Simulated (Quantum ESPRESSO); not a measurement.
# Voltage at the next charge: Ta2NOS MXene, 1 layer against an electrode

**Set-up.** Quantum ESPRESSO 7.5, LDA, GBRV ultrasoft; ESM with bc3, a metal electrode 7.26 Å above the top atoms; cell area 8.946 Å²; ions fixed. V is the potential energy of an electron at the electrode over the slab's Fermi level, divided by e, so that it equals the work function at zero charge; positive charge removes electrons.

```
charge (e a cell)  V (V)
                0  5.476
           0.0129  7.250
           0.0259  9.043
```

One more run was made and is withheld. What is V at a charge of 0.0517 e, and what capacitance do the rows imply?

By hand: The last two rows give dV/dq = (9.043 − 7.250)/(0.0259 − 0.0129) = 137.9 V/e, so C = 1602/(8.946 × 137.9) = 1.30 µF/cm², an effective gap of 8.854/1.30 = 6.82 Å. At constant C, V = 9.043 + 137.9 × 0.0258 = 12.60 V.

**The withheld run.** V = 12.610 V; the estimate misses by −0.01 V, 0.2 % of the step. Over the three intervals C goes 1.30, 1.30 and 1.30 µF/cm².

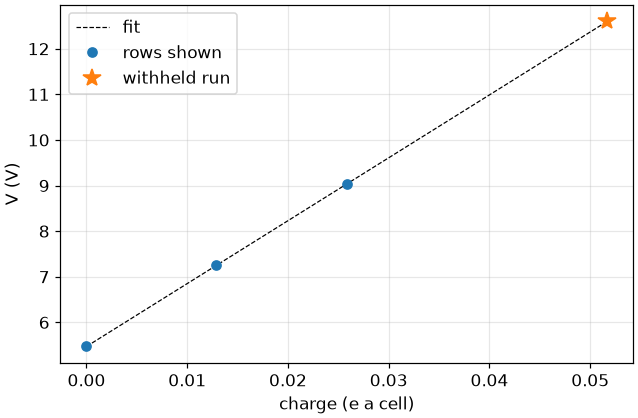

The rows shown, the fit and the withheld run.

Caveats: Vacuum fills the gap; a dielectric or electrolyte would change C. The slab is thin.

[Logs are printed without paths, hosts, clocks, repeated set-up lines and the standing remarks that a program may print on its own settings, such as how far it seeks lower states.]
